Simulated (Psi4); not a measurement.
**As2 (SMILES [As]#[As]) at PBE/aug-pcseg-0 (sweep point 1)**

What is the vertical singlet–triplet gap of As2 at PBE/aug-pcseg-0 (sweep point 1)? Input form: a Python script.

Program for the calculation: Psi4 1.11.

### 1 The structure to begin with

As2 has 2 atoms, charge 0, and is taken as a singlet. As SMILES, `[As]#[As]`. The shape comes from GFN2-xTB, which is rough for such elements, and wasn't checked as a minimum.

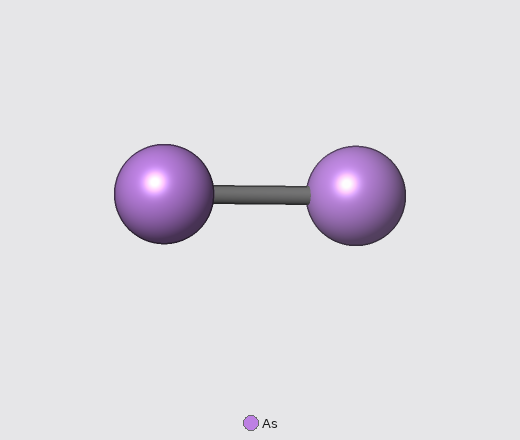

Viewed from a chosen angle; arsenic purple.

### 2 The energy at PBE/aug-pcseg-0 (sweep point 1)

Input file calc.py:

```python
import psi4

psi4.set_memory('1600 MB')
psi4.set_num_threads(1)
psi4.set_output_file('as2.out', False)

molecule = psi4.geometry("""
As     0.00000000     0.00000000     0.00000000
As     0.00000000     0.00000000     3.95702981
units bohr
symmetry c1
""")

psi4.set_options({
    'puream': True,
    'scf_type': 'pk',
    'dft_radial_points': 99,
    'dft_spherical_points': 590,
})

energy_value = psi4.energy('pbe/aug-pcseg-0')
print(f'pbe/aug-pcseg-0 energy: {energy_value:.10f} Eh')
```

On the command line:

```console
python calc.py
```

as2.out:

```text
[...]
  Running in c1 symmetry.
[...]
  Nuclear repulsion =  275.206418017861722
[...]
  Multiplicity = 1
[...]
  Nalpha       = 33
  Nbeta        = 33
[...]
    Number of basis functions: 52
[...]
   @RKS iter   1: -4465.00768183903074   -5.16226e+00   2.41895e-02 ADIIS/DIIS
[...]
   @RKS iter   7: -4465.64647553401574   -1.56251e-09   1.21848e-08 DIIS
[...]
    Orbital Energies [Eh]
    ---------------------
    Doubly Occupied:
       1A   -423.831898     2A   -423.831756     3A    -52.598205
       4A    -52.598202     5A    -47.546351     6A    -47.546351
       7A    -47.546336     8A    -47.546336     9A    -47.545589
      10A    -47.545458    11A     -6.623914    12A     -6.623710
      13A     -4.845048    14A     -4.844539    15A     -4.844539
      16A     -4.844491    17A     -4.844491    18A     -4.844047
      19A     -1.513635    20A     -1.506512    21A     -1.506512
      22A     -1.504725    23A     -1.504725    24A     -1.504571
      25A     -1.504571    26A     -1.504063    27A     -1.504063
      28A     -1.503059    29A     -0.642866    30A     -0.438082
      31A     -0.260685    32A     -0.260685    33A     -0.258100
[...]
  @RKS Final Energy: -4465.64647553401574
   => Energetics <=
    Nuclear Repulsion Energy =            275.2064180178617221
    One-Electron Energy =               -6771.4882238818736369
    Two-Electron Energy =                2195.9483642531508849
    DFT Exchange-Correlation Energy =    -165.3130339231551886
    Empirical Dispersion Energy =           0.0000000000000000
    VV10 Nonlocal Energy =                  0.0000000000000000
    Total Energy =                      -4465.6464755340157353
[...]
 Multipole Moments:
 ------------------------------------------------------------------------------------
     Multipole            Electronic (a.u.)      Nuclear  (a.u.)        Total (a.u.)
 ------------------------------------------------------------------------------------
 L = 1.  Multiply by 2.5417464519 to convert [e a0] to [Debye]
 Dipole X            :         -0.0000000            0.0000000           -0.0000000
 Dipole Y            :         -0.0000000            0.0000000           -0.0000000
 Dipole Z            :         -0.0000001            0.0000000           -0.0000001
 Magnitude           :                                                    0.0000001
[...]
```

The script printed:

```text
pbe/aug-pcseg-0 energy: -4465.6464755340 Eh
```

Run time: 2.6 s. Hardware: 1 thread of Intel Xeon 6975P-C (Granite Rapids), shared host; peak memory 0.35 GiB.

### 3 The triplet at the same level

Input file calc.py:

```python
import psi4

psi4.set_memory(1600000000)
psi4.set_num_threads(1)
psi4.set_output_file('as2.out', False)

geom = psi4.geometry("""
0 3
As     0.00000000     0.00000000     0.00000000
As     0.00000000     0.00000000     3.95702981
units bohr
symmetry c1
""")

psi4.set_options({
    'basis': 'aug-pcseg-0',
    'reference': 'uks',
    'puream': True,
    'scf_type': 'pk',
    'dft_radial_points': 99,
    'dft_spherical_points': 590,
    'maxiter': 150,
})

e_tot, wfn = psi4.energy("PBE", return_wfn=True)
print(f'total energy {e_tot:.8f} hartree = {e_tot * 27.211386:.5f} eV')
```

On the command line:

```console
python calc.py
```

as2.out:

```text
[...]
  Running in c1 symmetry.
[...]
  Nuclear repulsion =  275.206418017861722
[...]
  Multiplicity = 3
[...]
  Nalpha       = 34
  Nbeta        = 32
[...]
    Number of basis functions: 52
[...]
   @UKS iter   1: -4464.87974553555796   -5.03433e+00   2.42485e-02 DIIS/ADIIS
[...]
   @UKS iter   8: -4465.54811533410975   -8.23402e-08   8.54994e-08 DIIS
[...]
   @S^2 Observed:                2.000615363E+00
[...]
    Orbital Energies [Eh]
    ---------------------
    Alpha Occupied:
       1A   -423.832175     2A   -423.832033     3A    -52.599336
       4A    -52.599333     5A    -47.548192     6A    -47.548176
       7A    -47.547229     8A    -47.547213     9A    -47.546586
      10A    -47.546455    11A     -6.627720    12A     -6.627511
      13A     -4.849007    14A     -4.848831    15A     -4.848782
      16A     -4.847988    17A     -4.847682    18A     -4.847633
      19A     -1.518230    20A     -1.511779    21A     -1.510312
      22A     -1.509270    23A     -1.509264    24A     -1.509100
      25A     -1.509029    26A     -1.508945    27A     -1.507816
      28A     -1.507149    29A     -0.670491    30A     -0.452893
      31A     -0.292857    32A     -0.274791    33A     -0.265950
      34A     -0.165405
[...]
  @UKS Final Energy: -4465.54811533410975
   => Energetics <=
    Nuclear Repulsion Energy =            275.2064180178617221
    One-Electron Energy =               -6771.1812501139966116
    Two-Electron Energy =                2195.7827526643150122
    DFT Exchange-Correlation Energy =    -165.3560359022898183
    Empirical Dispersion Energy =           0.0000000000000000
    VV10 Nonlocal Energy =                  0.0000000000000000
    Total Energy =                      -4465.5481153341097524
[...]
 Multipole Moments:
 ------------------------------------------------------------------------------------
     Multipole            Electronic (a.u.)      Nuclear  (a.u.)        Total (a.u.)
 ------------------------------------------------------------------------------------
 L = 1.  Multiply by 2.5417464519 to convert [e a0] to [Debye]
 Dipole X            :         -0.0000000            0.0000000           -0.0000000
 Dipole Y            :          0.0000000            0.0000000            0.0000000
 Dipole Z            :          0.0000000            0.0000000            0.0000000
 Magnitude           :                                                    0.0000000
[...]
```

Standard output:

```text
total energy -4465.54811533 hartree = -121513.75347 eV
```

Wall time 3.3 s (1 thread of Intel Xeon 6975P-C (Granite Rapids), shared host); peak memory 0.35 GiB.

### 4 Results

Level: PBE/aug-pcseg-0 (sweep point 1).

| quantity | value |
| --- | --- |
| singlet: total energy | -4465.64648 Eh |
| singlet: dipole moment | 0.00 D |
| singlet: HOMO energy | -7.02 eV |
| singlet: LUMO energy | -3.71 eV |
| singlet: HOMO–LUMO gap | 3.32 eV |
| triplet: total energy | -4465.54812 Eh |
| triplet: dipole moment | 0.00 D |
| triplet: HOMO energy (highest over α and β) | -4.50 eV |
| triplet: ⟨S²⟩ | 2.001 |
| vertical energy of the triplet above the singlet | 2.677 eV |

What this shows: At this shape the triplet lies 2.68 eV (258 kJ/mol) above the singlet.
